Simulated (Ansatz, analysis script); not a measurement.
**AlCo: energy against the total moment**

Aim: the energy of AlCo as its total moment is fixed at a series of values, and its answer to a field.

Program: Ansatz 0.2.0. Level of theory: PBE, PAW set soft_2. Results are calculated unless marked as measured.

## 1. Set-up

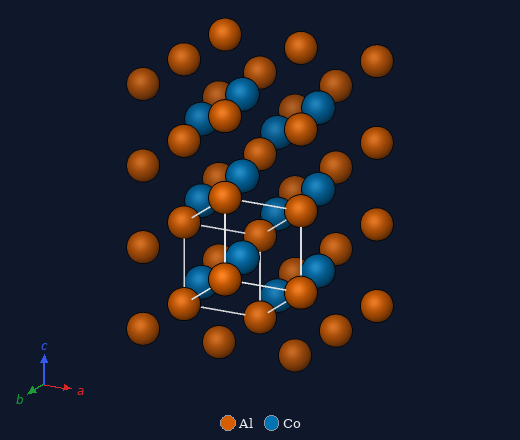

The cell as given, from a free direction (aluminium orange, cobalt blue). 2×2×3 cells are drawn. Some periodic images of atoms are drawn too.

Coordinates:

```cif
data_structure
_symmetry_space_group_name_H-M 'P 1'
_symmetry_Int_Tables_number 1
_cell_length_a 2.8194
_cell_length_b 2.8194
_cell_length_c 2.8194
_cell_angle_alpha 90.000
_cell_angle_beta 90.000
_cell_angle_gamma 90.000
_cell_volume 22.41
loop_
_atom_site_label
_atom_site_type_symbol
_atom_site_fract_x
_atom_site_fract_y
_atom_site_fract_z
_atom_site_occupancy
Al1 Al 0.00000 0.00000 0.00000 1
Co2 Co 0.50000 0.50000 0.50000 1
```

The cell comes from the Materials Project, a database of computed structures, and the real compound, where it exists, may take another one.

## 2. Starting state

First a free collinear run, to see which state the typed moments lead to.

The input, input.yaml:

```yaml
crystal:
  lattice:
    - [2.81940321, 0.0, 0.0]
    - [0.0, 2.81940321, 0.0]
    - [0.0, 0.0, 2.81940321]
  atoms:
    - { symbol: Al, position: [0.0, 0.0, 0.0] }
    - { symbol: Co, position: [0.5, 0.5, 0.5], spin: 2.0 }
magnetization:
  spin_polarized: true
kpoints:
  mp_grid: { grid: [8, 8, 8] }
hamiltonian:
  xc: pbe
scf:
  occupations: { method: fermi_dirac, width: 0.1 }
  max_iter: 120
  convergence: { dr2_threshold: 1.0e-08 }
output:
  write_density: true
  write_potential: true
  elf: true
  volumetric_format: npy
```

On the command line:

```console
> ansatz run input.yaml --threads 2 --pin off --max-ram 5120MiB --backend cpu --events-out ev --progress --plain --runs-dir out
```

Numbers of over 12 decimals in the logs are rounded to 6 here.

The program printed:

```text
Engine: ansatz 0.2.0, aarch64-unknown-linux-gnu
Pseudopotentials: kind: paw
Pseudopotential: Al, paw, valence charge 3, recommended cutoff 420 eV (normal), Al.paw.azcp
Pseudopotential: Co, paw, valence charge 17, recommended cutoff 420 eV (normal), Co.paw.azcp
Functional definition: PBE
  parameter kappa = 0.804
  parameter beta = 0.066725
  exchange = pbe_x(kappa = kappa, mu = beta*pi^2/3)
  correlation = pbe_c(beta = beta)
Crystal: 2 atoms, lattice volume = 22.412 Å³
Basis set: ecut = 420 eV, 461 PW (Γ)
Bands: 15, of which v1, the nominal top of the filled ones, is band 10 counted from 1 (9 counted from 0)
Symmetry: 48 space group operations
Space group: Pm-3m (ITA 221), of the structure as read, at distance tolerance 2.8e-5 Å
Magnetic group: BNS 221.92 (UNI 1594), of the structure as read, at distance tolerance 2.8e-5 Å
k-points: 35 of 512
Non-local potential: Al, projectors of the file, l = 0: 2, l = 1: 2, l = 2: 1
Non-local potential: Co, projectors of the file, l = 0: 3, l = 1: 2, l = 2: 3, l = 3: 1
PAW form: soft (Blöchl's): semilocal exchange-correlation on the pseudo side does not see the compensation charge
PAW one-centre angular grid: Al, 110 points (default); XC on 64 Gauss nodes
PAW one-centre angular grid: Co, 590 points (default); XC on 64 Gauss nodes
Initial density: superposition of atomic densities (chi_scale 0.1, normalization cell)
Starting moments: Σ|m| = 2 μB on 1 of 2 sites
Initial wavefunctions: pseudopotential atomic-orbital guess
Functional: x = pbe(κ = 0.804, μ = 0.219515), c = pbe(β = 0.066725)
SCF iter   1: F=—  HF=-5664.313706 eV  |F-HF|=—  |Δ(HF+E_count)|=         —  Δρ=2.19e-1 (↑2.19e-1 ↓1.18e-1)  dr2=1.70e0  dr2_m=5.62e0  M=0.174 μB ∫|m|=0.327 μB  β_m=0.30  ethr=3.10e-3  ⟨swp⟩=4.2  Hψ=4755  notcnv=0
Mixer restart at iter 1: flushing history
preconditioner: auto → none  [metal: Δε(μ)=0.048 eV  Ē_g=9.369 eV  σ=0.100 eV  W_gap=0.12  n_scr=6 (ndim 8)  ℏωp=27.2 eV  f_vac=0.000  D(μ)=1.06/eV (n_scr^D=6)  sad-step TF]
SCF iter   2: F=—  HF=-5663.526268 eV  |F-HF|=—  |Δ(HF+E_count)|=   7.87e-1  Δρ=1.26e-1 (↑1.11e-1 ↓1.26e-1)  dr2=2.16e-1  dr2_m=2.81e0  M=0.180 μB ∫|m|=0.305 μB  β_m=0.53  ethr=3.10e-3  ⟨swp⟩=2.6  Hψ=2478  notcnv=0  defer=9
SCF iter   3: F=—  HF=-5665.750255 eV  |F-HF|=—  |Δ(HF+E_count)|=    2.22e0  Δρ=1.34e-1 (↑1.34e-1 ↓4.26e-2)  dr2=4.09e0  dr2_m=4.72e-1  M=0.086 μB ∫|m|=0.187 μB  β_m=0.45  ethr=1.08e-3  ⟨swp⟩=3.4  Hψ=2759  notcnv=0  defer=9
SCF iter   4: F=—  HF=-5664.778287 eV  |F-HF|=—  |Δ(HF+E_count)|=   9.72e-1  Δρ=1.64e-2 (↑5.77e-3 ↓1.64e-2)  dr2=6.64e-2  dr2_m=5.88e-3  M=0.072 μB ∫|m|=0.136 μB  β_m=0.72  ethr=1.08e-3  ⟨swp⟩=2.9  Hψ=2788  notcnv=0  defer=9
SCF iter   5: F=—  HF=-5664.832371 eV  |F-HF|=—  |Δ(HF+E_count)|=   5.41e-2  Δρ=1.59e-2 (↑9.03e-3 ↓1.59e-2)  dr2=8.89e-2  dr2_m=2.50e-3  M=0.048 μB ∫|m|=0.089 μB  β_m=0.86  ethr=3.32e-4  ⟨swp⟩=2.0  Hψ=1744  notcnv=0  defer=10
SCF iter   6: F=—  HF=-5664.831859 eV  |F-HF|=—  |Δ(HF+E_count)|=   5.12e-4  Δρ=5.28e-3 (↑5.28e-3 ↓3.52e-3)  dr2=1.21e-2  dr2_m=1.79e-4  M=0.016 μB ∫|m|=0.029 μB  β_m=0.79  ethr=3.32e-4  ⟨swp⟩=2.2  Hψ=1818  notcnv=0  defer=10
SCF iter   7: F=—  HF=-5664.832788 eV  |F-HF|=—  |Δ(HF+E_count)|=   9.29e-4  Δρ=3.03e-3 (↑3.03e-3 ↓6.89e-4)  dr2=1.90e-3  dr2_m=3.04e-4  M=0.015 μB ∫|m|=0.027 μB  β_m=0.90  ethr=6.07e-5  ⟨swp⟩=1.0  Hψ=1515  notcnv=0  defer=10
SCF iter   8: F=—  HF=-5664.832776 eV  |F-HF|=—  |Δ(HF+E_count)|=   1.20e-5  Δρ=8.60e-4 (↑8.60e-4 ↓3.49e-4)  dr2=6.52e-5  dr2_m=7.29e-5  M=0.006 μB ∫|m|=0.011 μB  β_m=0.88  ethr=9.51e-6  ⟨swp⟩=1.6  Hψ=1197  notcnv=0  defer=10
SCF iter   9: F=—  HF=-5664.832785 eV  |F-HF|=—  |Δ(HF+E_count)|=   9.27e-6  Δρ=8.64e-5 (↑8.64e-5 ↓4.62e-5)  dr2=1.85e-6  dr2_m=5.21e-7  M=0.001 μB ∫|m|=0.001 μB  β_m=0.94  ethr=3.26e-7  ⟨swp⟩=2.2  Hψ=1578  notcnv=0  defer=10
SCF iter  10: F=—  HF=-5664.832786 eV  |F-HF|=—  |Δ(HF+E_count)|=   1.03e-6  Δρ=3.54e-5 (↑3.54e-5 ↓1.53e-5)  dr2=4.24e-7  dr2_m=2.49e-8  M=0.000 μB ∫|m|=0.000 μB  β_m=0.95  ethr=9.26e-9  ⟨swp⟩=1.9  Hψ=1325  notcnv=0  defer=10
SCF iter  11: F=—  HF=-5664.832786 eV  |F-HF|=—  |Δ(HF+E_count)|=   2.70e-8  Δρ=2.16e-6 (↑1.33e-6 ↓2.16e-6)  dr2=1.50e-9  dr2_m=1.00e-10  M=0.000 μB ∫|m|=0.000 μB  β_m=0.98  ethr=2.12e-9  ⟨swp⟩=2.2  Hψ=1360  notcnv=0  defer=10
SCF iter  12: F=-5664.832786 eV  HF=-5664.832786 eV  |F-HF|=6.37e-12  |Δ(HF+E_count)|=  1.97e-10  Δρ=2.37e-7 (↑2.37e-7 ↓1.25e-7)  dr2=1.40e-11  dr2_m=3.97e-12  M=0.000 μB ∫|m|=0.000 μB  ethr=7.48e-12  ⟨swp⟩=1.7  Hψ=3078  notcnv=0
SCF 1 converged in 12 iterations: F = -5664.832786 eV  dr2 = 1.40e-11
  greatest PAW one-centre occupation: 1.000 electrons in one spin orbital (limit 2), on the Co atom at site 1 (counted from 0), in its partial waves of l = 1
WARN: the starting moments were not kept: the SCF closed with an absolute magnetisation of 5.0e-6 μB, where they sum to 2 μB in size (1 site). That is at most 0.1 of that sum. Measured as dr2_m measures the in/out step, that magnetisation stands 5.6e-11 eV from none, at or under the dr2_threshold of 1.0e-8 eV: it is no larger than a step whose dr2_m would equal this threshold. The system may hold no moment; this SCF  [...]
SCF converged after 12 iterations
Magnetization: 0.0000 μB (10.0000 up, 10.0000 down)
Absolute magnetization: 0.0000 μB (∫|ρ↑−ρ↓|, with the PAW one-centre terms)
Spin contamination: 0.0000 ħ² per cell (⟨S²⟩ above its minimum at these occupations)
Per-site moments (μB) at R_I (Å): [(-1.6303830684852434e-7, 1.007191), (4.40213310428323e-6, 1.007191)]
Free energy (F): -5664.832786 eV
Harris-Foulkes:  -5664.832786 eV  (|F-HF|=6.37e-12)
Internal energy: -5664.800295 eV  (E = F + TS)
E sigma→0 (E₀):  -5664.816540 eV
Entropy (-TS):   -0.032492 eV (-16.246 meV/atom)
Fermi energy:    15.026888 eV
--- Per-component energies (eV) ---
  E_band       = -274.204782
  E_kinetic    = 484.982850
  E_local      = -3632.456101  (includes V_loc(G=0)·N_el)
  E_nonlocal   = 466.590417
  E_hartree    = 1570.970623
  E_xc         = -201.389705
  E_vxc        = -237.666254  (∫ρ·V_xc dr)
  E_paw        = -1985.450226  (= ΣΔE_a)
  E_vpaw       = -497.597336  (= ΣTr[D̂ρ^β])
  E_aug_tail   = 0.000109  (compensation charges beyond the density's cutoff)
  E_ewald      = -2368.048262
  E_smearing   = -0.032492  (= −TS)
  E_closure    = -0.000000  (closes the sum)
  Σ components = -5664.832786   (vs F -5664.832786, Δ=0.00e0)
--- Band table (eV; the first three rows and the last of 70) ---
  k-point 0 ↑: bands = [... 6 lower, 11.9321, 14.1793, 14.1793, 14.1793, 21.1571, 21.1571, 21.1571, 23.8837, ... 1 higher]
  k-point 1 ↑: bands = [... 6 lower, 12.0167, 14.0206, 14.0206, 14.1967, 19.0516, 21.5712, 21.5712, 23.8316, ... 1 higher]
  k-point 2 ↑: bands = [... 6 lower, 12.2301, 13.6772, 13.6772, 14.2387, 16.6446, 22.6867, 22.6867, 23.6877, ... 1 higher]
  k-point 34 ↓: bands = [... 6 lower, 10.9481, 14.8584, 14.8584, 17.3909, 17.3909, 17.3909, 19.4659, 20.5704, ... 1 higher]
```

Elapsed: 1.5 s, on 2 threads of Arm Neoverse V2, shared host; peak memory 0.27 GiB.

The spin moment in the atom's sphere vanishes on all atoms.

Tables count atoms from 1; parts of the log count from 0.

The run ends non-magnetic, with a net moment of 0 μB a cell. The run left the order that was typed.

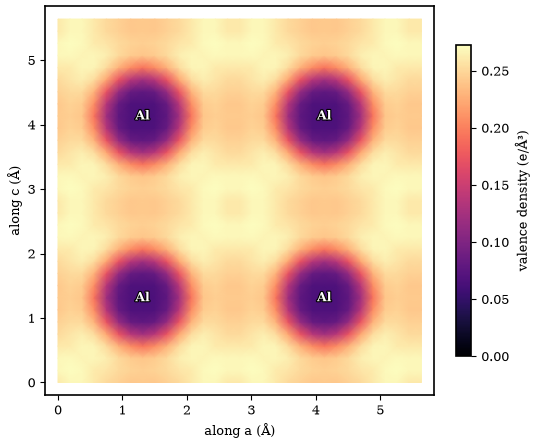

Valence density in the ac plane at fractional y = 0.000, with atoms of Al within 0.2 Å of it. It is the smooth field of the valence electrons, not physical close to the nuclei. The map starts off the cell's origin, so that atoms lie inside it.

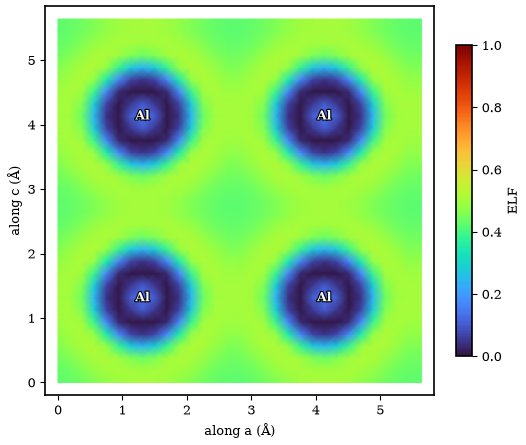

ELF in the ac plane at fractional y = 0.000, with atoms of Al within 0.2 Å of it. It is the smooth field of the valence electrons, not physical close to the nuclei. The map starts off the cell's origin, so that atoms lie inside it.

## 3. The same state on a denser mesh

Levels at the Fermi energy are partly filled, so moments and energy differences can hang on the k-mesh, and the state is solved again on a denser one.

input.yaml, the sections that differ from step 2:

```yaml
kpoints:
  mp_grid: { grid: [14, 14, 14] }
basis:
  ecutwfc: 420.0
# crystal, magnetization, hamiltonian, scf: as in step 2
# output: removed
```

The program printed:

```text
[...]
Crystal: 2 atoms, lattice volume = 22.412 Å³
Basis set: ecut = 420 eV, 461 PW (Γ)
Bands: 15, of which v1, the nominal top of the filled ones, is band 10 counted from 1 (9 counted from 0)
Symmetry: 48 space group operations
[...]
k-points: 120 of 2744
[...]
Starting moments: Σ|m| = 2 μB on 1 of 2 sites
[...]
Magnetization: 0.0000 μB (10.0000 up, 10.0000 down)
Absolute magnetization: 0.0000 μB (∫|ρ↑−ρ↓|, with the PAW one-centre terms)
[...]
Per-site moments (μB) at R_I (Å): [(1.4484184177465099e-8, 1.007191), (8.088401589013485e-7, 1.007191)]
Free energy (F): -5664.836087 eV
[...]
Internal energy: -5664.809214 eV  (E = F + TS)
E sigma→0 (E₀):  -5664.822651 eV
Entropy (-TS):   -0.026873 eV (-13.437 meV/atom)
Fermi energy:    15.016760 eV
[...]
[key lines of the parts left out:]
SCF converged after 12 iterations
```

The job ended after 2.9 s (2 threads; peak memory 0.33 GiB; 5.5 s of CPU time).

The spin moment in the atom's sphere vanishes on all atoms.

The run ends non-magnetic, with a net moment of 0 μB a cell, against 0 μB on the first mesh.

## 4. Without spin

The state without spin is the zero of E(M).

input.yaml, the sections that differ from step 3:

```yaml
crystal:
  lattice:
    - [2.81940321, 0.0, 0.0]
    - [0.0, 2.81940321, 0.0]
    - [0.0, 0.0, 2.81940321]
  atoms:
    - { symbol: Al, position: [0.0, 0.0, 0.0] }
    - { symbol: Co, position: [0.5, 0.5, 0.5] }
# kpoints, hamiltonian, scf, basis: as in step 3
# magnetization: removed
```

On the command line:

```console
> ansatz run input.yaml --threads 1 --pin off --max-ram 2560MiB --backend cpu --events-out ev --progress --plain --runs-dir out
```

The program printed:

```text
[...]
Crystal: 2 atoms, lattice volume = 22.412 Å³
Basis set: ecut = 420 eV, 461 PW (Γ)
Bands: 14, of which v1, the nominal top of the filled ones, is band 10 counted from 1 (9 counted from 0)
Symmetry: 48 space group operations
[...]
k-points: 120 of 2744
[...]
SCF iter   1: F=—  HF=-5664.838091 eV  |F-HF|=—  |Δ(HF+E_count)|=         —  Δρ=1.10e-2  dr2=1.88e-2  ethr=1.77e-3  ⟨swp⟩=4.2  Hψ=7783  notcnv=0
[...]
SCF iter   6: F=-5664.836087 eV  HF=-5664.836087 eV  |F-HF|=3.90e-9  |Δ(HF+E_count)|=   6.54e-9  Δρ=6.85e-6  dr2=4.54e-9  ethr=5.00e-11  ⟨swp⟩=2.3  Hψ=3443  notcnv=0
SCF 1 converged in 6 iterations: F = -5664.836087 eV  dr2 = 4.54e-9
[...]
SCF converged after 6 iterations
Free energy (F): -5664.836087 eV
[...]
Internal energy: -5664.809214 eV  (E = F + TS)
E sigma→0 (E₀):  -5664.822651 eV
Entropy (-TS):   -0.026873 eV (-13.437 meV/atom)
Fermi energy:    15.016789 eV
[...]
```

Elapsed: 1.4 s, on 1 thread; peak memory 0.29 GiB.

## 5. Without spin, levels printed

input.yaml, as its differences from that of step 4:

```diff
@@ -18 +18,3 @@
   ecutwfc: 420.0
+output:
+  eigenvalues: true
```

The program printed:

```text
[...]
Crystal: 2 atoms, lattice volume = 22.412 Å³
Basis set: ecut = 420 eV, 461 PW (Γ)
Bands: 14, of which v1, the nominal top of the filled ones, is band 10 counted from 1 (9 counted from 0)
Symmetry: 48 space group operations
[...]
k-points: 120 of 2744
[...]
Fermi energy:    15.016789 eV
[...]
--- Band table (eV; the first three rows and the last of 120) ---
  k-point 0: bands = [... 6 lower, 11.9310, 14.1778, 14.1778, 14.1778, 21.1570, 21.1570, 21.1570, 23.8832]
  k-point 1: bands = [... 6 lower, 11.9594, 14.1229, 14.1229, 14.1837, 20.2161, 21.2952, 21.2952, 23.8661]
  k-point 2: bands = [... 6 lower, 12.0402, 13.9758, 13.9758, 14.2001, 18.6608, 21.6929, 21.6929, 23.8156]
  k-point 119: bands = [... 6 lower, 10.9474, 14.8567, 14.8567, 17.3909, 17.3909, 17.3909, 19.4658, 20.5695]
[key lines of the parts left out:]
SCF converged after 6 iterations
Free energy (F): -5664.836087 eV
```

It took 1.4 s on 1 thread; peak memory 0.29 GiB.

## 6. Total moment fixed at 0.1 μB

Two Fermi levels, one a spin, hold the total moment exactly, which reaches states that a free run would leave.

input.yaml, the sections that differ from step 5:

```yaml
crystal:
  lattice:
    - [2.81940321, 0.0, 0.0]
    - [0.0, 2.81940321, 0.0]
    - [0.0, 0.0, 2.81940321]
  atoms:
    - { symbol: Al, position: [0.0, 0.0, 0.0] }
    - { symbol: Co, position: [0.5, 0.5, 0.5], spin: 0.1 }
magnetization:
  spin_polarized: true
  initial_magnetization: 0.1
  spin_locking: { lock_magnetization: hard }
# kpoints, hamiltonian, scf, basis: as in step 5
# output: removed
```

The program printed:

```text
[...]
Crystal: 2 atoms, lattice volume = 22.412 Å³
Basis set: ecut = 420 eV, 461 PW (Γ)
Bands: 15, of which v1, the nominal top of the filled ones, is band 10 counted from 1 (9 counted from 0)
Symmetry: 48 space group operations
[...]
k-points: 120 of 2744
[...]
Starting moments: Σ|m| = 0.1 μB on 1 of 2 sites
[...]
SCF iter   1: F=—  HF=-5663.846115 eV  |F-HF|=—  |Δ(HF+E_count)|=         —  Δρ=6.20e-2 (↑5.75e-2 ↓6.20e-2)  dr2=1.70e0  dr2_m=1.22e-3  M=0.100 μB ∫|m|=0.113 μB  β_m=0.30  ethr=3.10e-3  ⟨swp⟩=4.1  Hψ=16179  notcnv=0
[...]
SCF iter  11: F=-5664.833259 eV  HF=-5664.833259 eV  |F-HF|=8.09e-11  |Δ(HF+E_count)|=  5.26e-10  Δρ=4.58e-7 (↑4.58e-7 ↓2.63e-7)  dr2=9.69e-11  dr2_m=2.70e-12  M=0.100 μB ∫|m|=0.127 μB  ethr=1.66e-12  ⟨swp⟩=1.0  Hψ=10540  notcnv=0
SCF 1 converged in 11 iterations: F = -5664.833259 eV  dr2 = 9.69e-11
[...]
SCF converged after 11 iterations
Stability checked in part: among states of this total moment the steps that led to this state did not find it unstable. No probe was made; neither looks for a lower state of another moment (fixed_total_moment; see scf.lower_state_search)
Magnetization: 0.1000 μB (10.0500 up, 9.9500 down)
Absolute magnetization: 0.1271 μB (∫|ρ↑−ρ↓|, with the PAW one-centre terms)
[...]
Per-site moments (μB) at R_I (Å): [(-0.00393963, 1.007191), (0.113055, 1.007191)]
Free energy (F): -5664.833259 eV
[...]
Internal energy: -5664.806007 eV  (E = F + TS)
E sigma→0 (E₀):  -5664.819633 eV
Entropy (-TS):   -0.027252 eV (-13.626 meV/atom)
Fermi energy:    14.987496 (↑ 15.047643, ↓ 14.927349) eV
[...]
```

It took 4.8 s on 1 thread; peak memory 0.32 GiB.

The energy is 2.83 meV from the state without spin, and the largest site carries 0.113 μB.

## 7. Total moment fixed at 0.2 μB

input.yaml, the sections that differ from step 6:

```yaml
crystal:
  lattice:
    - [2.81940321, 0.0, 0.0]
    - [0.0, 2.81940321, 0.0]
    - [0.0, 0.0, 2.81940321]
  atoms:
    - { symbol: Al, position: [0.0, 0.0, 0.0] }
    - { symbol: Co, position: [0.5, 0.5, 0.5], spin: 0.2 }
magnetization:
  spin_polarized: true
  initial_magnetization: 0.2
  spin_locking: { lock_magnetization: hard }
# kpoints, hamiltonian, scf, basis: as in step 6
```

The program printed:

```text
[...]
Crystal: 2 atoms, lattice volume = 22.412 Å³
Basis set: ecut = 420 eV, 461 PW (Γ)
Bands: 15, of which v1, the nominal top of the filled ones, is band 10 counted from 1 (9 counted from 0)
Symmetry: 48 space group operations
[...]
k-points: 120 of 2744
[...]
Starting moments: Σ|m| = 0.2 μB on 1 of 2 sites
[...]
Magnetization: 0.2000 μB (10.1000 up, 9.9000 down)
Absolute magnetization: 0.2419 μB (∫|ρ↑−ρ↓|, with the PAW one-centre terms)
[...]
Per-site moments (μB) at R_I (Å): [(-0.0065791, 1.007191), (0.219874, 1.007191)]
Free energy (F): -5664.823207 eV
[...]
Internal energy: -5664.792861 eV  (E = F + TS)
E sigma→0 (E₀):  -5664.808034 eV
Entropy (-TS):   -0.030346 eV (-15.173 meV/atom)
Fermi energy:    14.921526 (↑ 15.062484, ↓ 14.780569) eV
[...]
[key lines of the parts left out:]
SCF converged after 11 iterations
```

Wall time 4.7 s (1 thread); peak memory 0.32 GiB.

The energy is 12.9 meV from the state without spin, and the largest site carries 0.220 μB.

## 8. Total moment fixed at 0.5 μB

input.yaml, the sections that differ from step 7:

```yaml
crystal:
  lattice:
    - [2.81940321, 0.0, 0.0]
    - [0.0, 2.81940321, 0.0]
    - [0.0, 0.0, 2.81940321]
  atoms:
    - { symbol: Al, position: [0.0, 0.0, 0.0] }
    - { symbol: Co, position: [0.5, 0.5, 0.5], spin: 0.5 }
magnetization:
  spin_polarized: true
  initial_magnetization: 0.5
  spin_locking: { lock_magnetization: hard }
# kpoints, hamiltonian, scf, basis: as in step 7
```

The program printed:

```text
[...]
Crystal: 2 atoms, lattice volume = 22.412 Å³
Basis set: ecut = 420 eV, 461 PW (Γ)
Bands: 15, of which v1, the nominal top of the filled ones, is band 10 counted from 1 (9 counted from 0)
Symmetry: 48 space group operations
[...]
k-points: 120 of 2744
[...]
Starting moments: Σ|m| = 0.5 μB on 1 of 2 sites
[...]
Magnetization: 0.5000 μB (10.2500 up, 9.7500 down)
Absolute magnetization: 0.5587 μB (∫|ρ↑−ρ↓|, with the PAW one-centre terms)
[...]
Per-site moments (μB) at R_I (Å): [(-0.010888, 1.007191), (0.524436, 1.007191)]
Free energy (F): -5664.753191 eV
[...]
Internal energy: -5664.708603 eV  (E = F + TS)
E sigma→0 (E₀):  -5664.730897 eV
Entropy (-TS):   -0.044587 eV (-22.294 meV/atom)
Fermi energy:    14.809480 (↑ 15.112449, ↓ 14.506511) eV
[...]
[key lines of the parts left out:]
SCF converged after 10 iterations
```

It took 4.5 s on 1 thread; peak memory 0.32 GiB.

The energy is 82.9 meV from the state without spin, and the largest site carries 0.524 μB.

## 9. Total moment fixed at 0.9 μB

input.yaml, the sections that differ from step 8:

```yaml
crystal:
  lattice:
    - [2.81940321, 0.0, 0.0]
    - [0.0, 2.81940321, 0.0]
    - [0.0, 0.0, 2.81940321]
  atoms:
    - { symbol: Al, position: [0.0, 0.0, 0.0] }
    - { symbol: Co, position: [0.5, 0.5, 0.5], spin: 0.9 }
magnetization:
  spin_polarized: true
  initial_magnetization: 0.9
  spin_locking: { lock_magnetization: hard }
# kpoints, hamiltonian, scf, basis: as in step 8
```

The program printed:

```text
[...]
Crystal: 2 atoms, lattice volume = 22.412 Å³
Basis set: ecut = 420 eV, 461 PW (Γ)
Bands: 15, of which v1, the nominal top of the filled ones, is band 10 counted from 1 (9 counted from 0)
Symmetry: 48 space group operations
[...]
k-points: 120 of 2744
[...]
Starting moments: Σ|m| = 0.9 μB on 1 of 2 sites
[...]
Magnetization: 0.9000 μB (10.4500 up, 9.5500 down)
Absolute magnetization: 0.9422 μB (∫|ρ↑−ρ↓|, with the PAW one-centre terms)
[...]
Per-site moments (μB) at R_I (Å): [(-0.00786172, 1.007191), (0.903917, 1.007191)]
Free energy (F): -5664.605187 eV
[...]
Internal energy: -5664.546255 eV  (E = F + TS)
E sigma→0 (E₀):  -5664.575721 eV
Entropy (-TS):   -0.058932 eV (-29.466 meV/atom)
Fermi energy:    14.866922 (↑ 15.310290, ↓ 14.423553) eV
[...]
[key lines of the parts left out:]
SCF converged after 10 iterations
```

The job ended after 4.6 s (1 thread; peak memory 0.32 GiB).

The energy is 231 meV from the state without spin, and the largest site carries 0.904 μB.

5 more runs differ from these in the same keys alone and are tabled below.

[end of part 1 of 2]

[Logs and program files are shortened in this print: banners, set-up blocks, solver, clock and traceback lines can be left out without a mark of their own.]

[Logs are printed without paths, hosts, clocks, repeated set-up lines and the standing remarks that a program may print on its own settings, such as how far it seeks lower states.]

[Hosts, paths, dates, database ids (printed as entryN), source tags and the programs' standing remarks are cut or masked in the printed files.]
